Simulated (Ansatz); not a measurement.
# Al2O3 (R-3c): least direct gap against volume

The cell of Al2O3 (R-3c) is scaled evenly and the response computed anew at each volume, on one mesh. The atoms keep their fractional positions.

Cell: a, b, c = 5.130, 5.130, 5.130 Å (primitive vectors), 10 atoms.

Method: Ansatz 0.2.0, PBE, independent particles, k-mesh 6×6×6 with interpolation inside its cells, Gaussian parameter 0.1 eV.

Launch of the response step: `ansatz run input.yaml --threads 4 --pin off --max-ram 8192MiB --backend cpu --events-out ev --progress --plain --runs-dir out`. The series took 3.5 min in all, on 4 threads of Intel(R) Xeon(R) Processor @ 2.70GHz, on a shared host.

| V/V₀ | V (Å³, primitive cell) | least direct gap (eV) |
| --- | --- | --- |
| 0.94 | 79.92 | 7.010 |
| 0.96 | 81.62 | 6.737 |
| 0.98 | 83.32 | 6.472 |
| 1.00 | 85.02 | 6.217 |
| 1.02 | 86.72 | 5.969 |
| 1.04 | 88.42 | 5.730 |
| 1.06 | 90.12 | ? |

For small changes the quantity should be close to linear in ln V.

Working, on the rows shown:

| x = ln(V/V₀) | y = least direct gap |
| --- | --- |
| -0.0618754 | 7.01 |
| -0.040822 | 6.737 |
| -0.0202027 | 6.472 |
| 0 | 6.217 |
| 0.0198026 | 5.969 |
| 0.0392207 | 5.73 |

Means: x̄ = -0.010646, ȳ = 6.3558. Σ(x − x̄)(y − ȳ) = -0.09059, Σ(x − x̄)² = 0.007154. Slope = -0.09059 / 0.007154 = -12.66; intercept = ȳ − slope · x̄ = 6.221. The line misses the rows shown by at most 0.0057 eV.

Task: Predict the last column of the withheld row from the fit.

Result: At x = 0.058269 the line gives y = 5.4831 eV. The run gave 5.498 eV, so the extrapolation is off by 0.015 eV, 1.0 % of the range in the table.

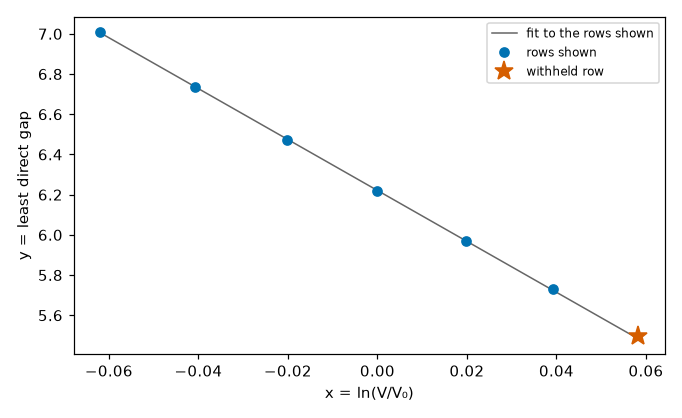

Between the rows on either side of x = 0 the slope is (5.969 − 6.472) / (0.019803 − (-0.020203)) = -12.57. That is a volume deformation potential of -12.6 eV: the least direct gap on this mesh widens by 126 meV for each per cent of compression. PBE gaps are as a rule too small.
